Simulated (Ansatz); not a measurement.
**ClGeH···HCl: density, localisation and related maps**

```xyz
5

Ge   -1.0022    0.2229    0.1935
H     1.8471   -0.4503    1.8293
Cl    1.8828    0.3265    0.8097
H    -0.5114    1.0776   -1.0504
Cl   -0.9009   -1.7234   -0.8511
```

Theory: RKS BHLYP/def2-SVP in Ansatz.

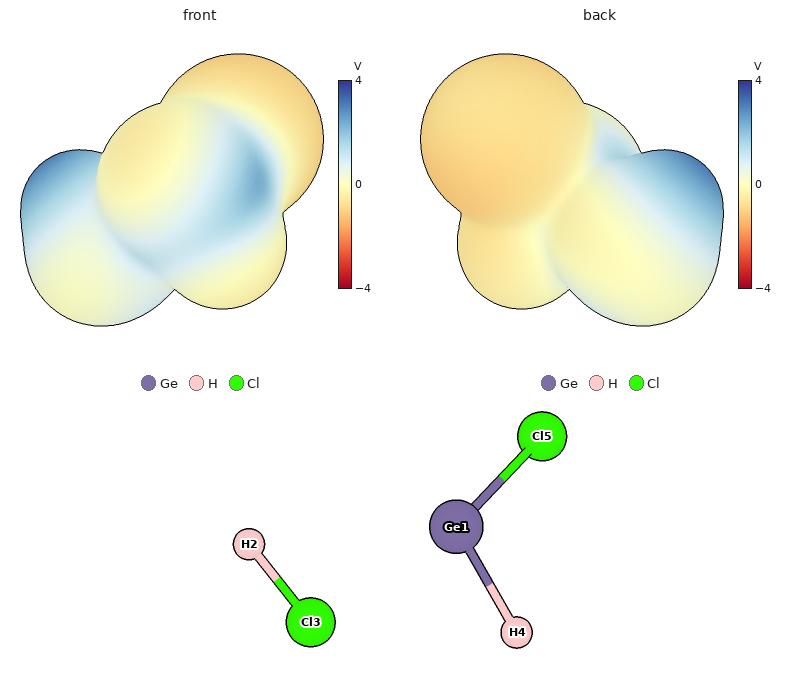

Figure 1. The electrostatic potential painted on the density surface at 0.002 e/bohr³, seen from the front and from behind; red is negative and blue positive. The bare structure is drawn below in the same view.

> Which sites attract a positive test charge, and which a negative one?

A positive charge is drawn to the negative regions and a negative charge to the positive ones. The most negative region (about −1.1 V) lies over Cl5, the most positive (about +2.9 V) over H2. Cl3 shows a σ-hole: about +0.8 V at the tip opposite its bond, against about +0.1 V on its flanks.

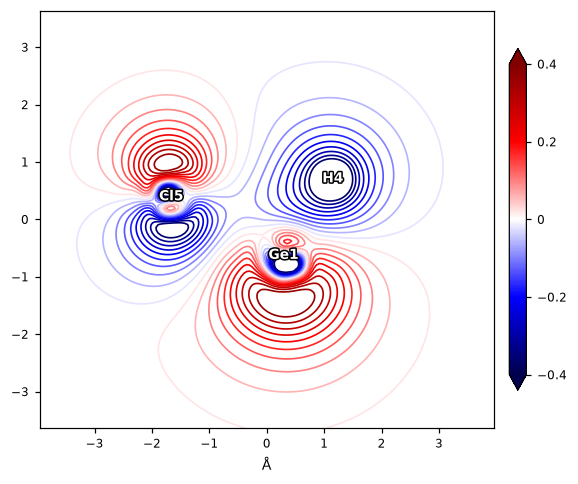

Figure 2. One frontier orbital on the plane of atoms H4, Ge1 and Cl5 (values in Å⁻³ᐟ²; the overall sign is arbitrary).

> Which orbital is it: HOMO or LUMO?

The HOMO, at −7.65 eV. It lies mainly on Ge1 (about 60 %), Cl5 (about 20 %) and H4 (about 15 %).

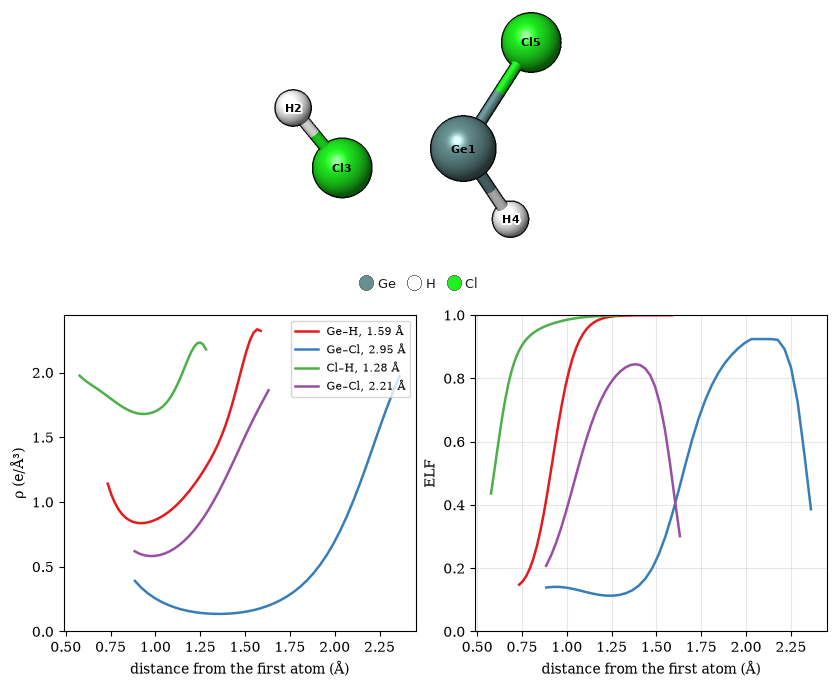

Figure 3. Electron density and electron localisation function along straight lines between neighbouring atoms. The curves leave out the atomic cores. The structure is drawn too.

> Compare the contacts.

Ge–H (1.59 Å): ρ is about 0.94 e/Å³ halfway; the ELF climbs to about 1 towards the hydrogen.
Ge1···Cl3 (2.95 Å): the density falls to about 0.14 e/Å³ on the way; the ELF dips to about 0.10 between them.
Cl–H (1.28 Å): the density is about 1.9 e/Å³ at the midpoint; the ELF climbs to about 1 towards the hydrogen.
Ge–Cl (2.21 Å): ρ at the midpoint is about 0.64 e/Å³; the ELF peaks at about 0.85 in the valence shell of Cl, 0.8 Å from its nucleus, and is about 0.60 at the midpoint.
